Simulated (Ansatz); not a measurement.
## Electronic structure of FH5W···H2 in real space

Input

```
crystal:
  periodic: [false, false, false]
  atoms:
    - { symbol: W, position_ang: [-0.415707, -0.420299, 0.337904] }
    - { symbol: F, position_ang: [0.124253, 0.056935, 2.060745] }
    - { symbol: H, position_ang: [1.10758, -0.048037, -0.145216] }
    - { symbol: H, position_ang: [-0.044411, 1.088656, -0.181723] }
    - { symbol: H, position_ang: [-1.708309, 0.341603, -0.451065] }
    - { symbol: H, position_ang: [0.268823, -1.735042, -0.485407] }
    - { symbol: H, position_ang: [-0.102367, -0.153015, -1.290918] }
    - { symbol: H, position_ang: [1.535029, 1.639213, 1.092735] }
    - { symbol: H, position_ang: [1.539509, 1.630587, 1.810144] }
basis:
  gaussian: { orbitals: def2-SVP }
hamiltonian:
  xc: pbe0
relax:
  f_tol: 0.03
  max_steps: 50
output:
  orbitals: {}
```

Command:

```sh
ansatz run input.yaml --threads 1 --pin off --max-ram 2048MiB --backend cpu --events-out ev --progress --plain --runs-dir out
```

The fields are those of the run's last geometry, not of the input's.

Core potentials replace the inner electrons of W.

These are results of RKS PBE0/def2-SVP in Ansatz 0.2.0, not measurements.

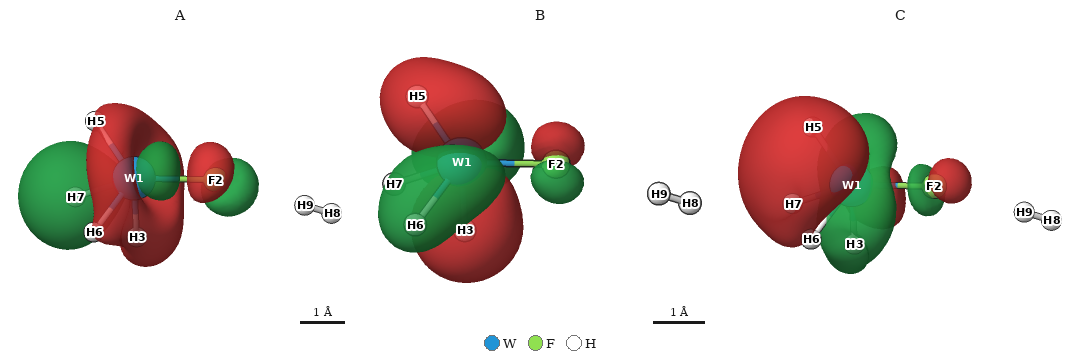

Figure 1. Three frontier orbitals at ±0.08 Å⁻³ᐟ² (green and red are the two phases), in no order.

> Order the three orbitals by energy and name them.

B is the HOMO−1 (−8.82 eV). Its weight (Hirshfeld) is mainly on W1 (about 60 %), H3 (about 15 %) and H4 (about 15 %). A is the HOMO (−8.28 eV). By Hirshfeld shares it lies mainly on W1 (about 45 %), H7 (about 30 %) and F2 (about 10 %). C is the LUMO (−3.05 eV). By Hirshfeld shares it lies mainly on W1 (about 75 %).

> What is the HOMO–LUMO gap?

5.23 eV between the orbital energies.

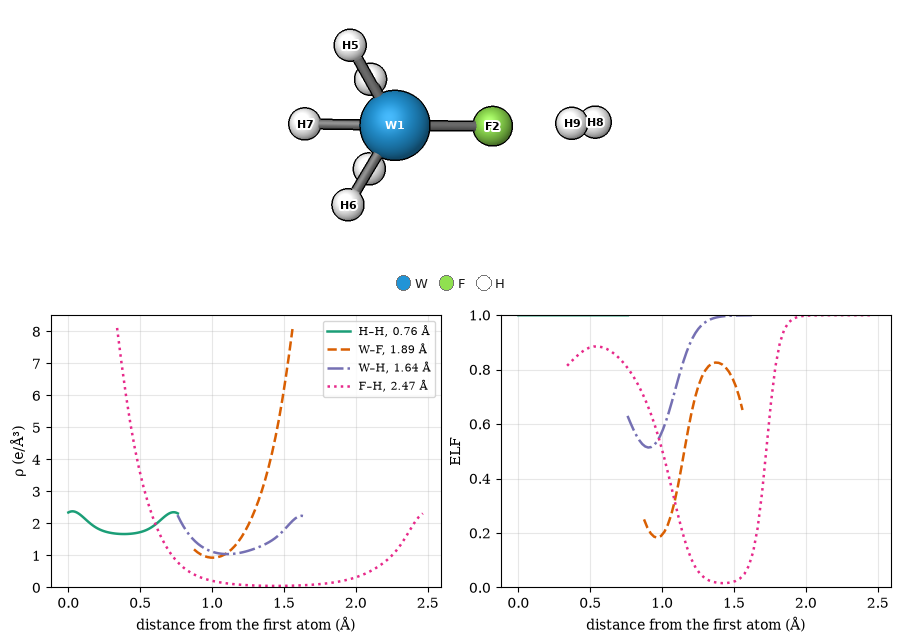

Figure 2. Electron density and electron localisation function along straight lines between neighbouring atoms. The curves leave out the atomic cores. The structure is drawn too.

> Compare the contacts.

H–H (0.76 Å): the density is about 1.7 e/Å³ at the midpoint; the ELF is about 1 at the midpoint.
W–F (1.89 Å): ρ at the midpoint is about 0.98 e/Å³; the ELF peaks at about 0.85 in the valence shell of F, 0.5 Å from its nucleus, and drops to about 0.20 between the two atoms.
W–H (1.64 Å): the density is about 1.8 e/Å³ at the midpoint; the ELF climbs to about 1 towards the hydrogen.
F2···H9 (2.47 Å): the density falls to about 0.05 e/Å³ on the way; the ELF dips to about 0 between them (a non-bonded, intermolecular contact).

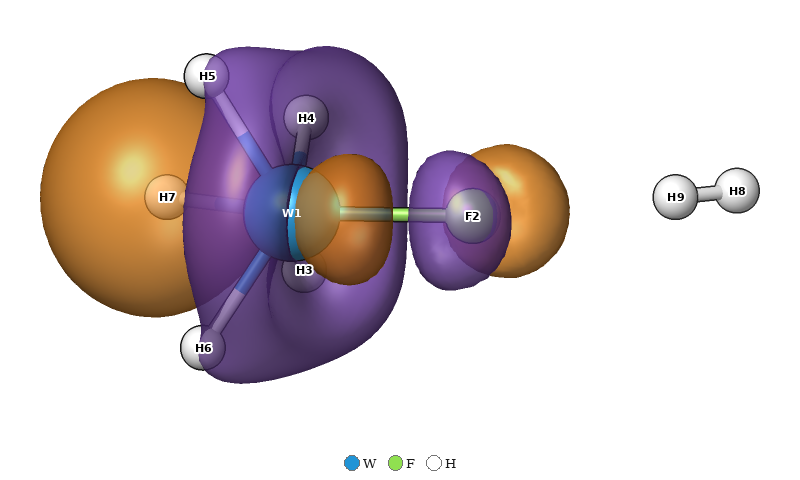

Figure 3. The HOMO at ±0.08 Å⁻³ᐟ² (orange and purple are the two phases), seen at a tilt.

> Describe this orbital and give its energy.

Its weight (Hirshfeld) is mainly on W1 (about 45 %), H7 (about 30 %) and F2 (about 10 %). Its energy is −8.28 eV.
